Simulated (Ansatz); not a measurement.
Start from CdSe in the wurtzite structure (space group P6_3mc, No. 186; a = 4.302 Å, c = 7.021 Å). Axes: x lies along a and z along c of the hexagonal cell.

Perturbation: biaxial strain −2.40 %, plane normal [001], relaxed out of plane (Cartesian); in-plane vectors clamped, the third vector and the atoms free.

All numbers come from Kohn–Sham DFT with the PBEsol functional, run in Ansatz (a first-principles code) with PAW and 420 eV plane waves, spin-orbit coupling left out.

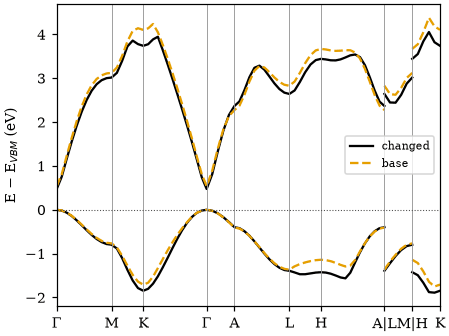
Figure: Highest valence and lowest conduction band along the path, each from its own valence-band maximum

Task: Read the changed gap and its character from the plot.

Result: About 0.5 eV, direct at Γ.

No phonon test of stability was made.
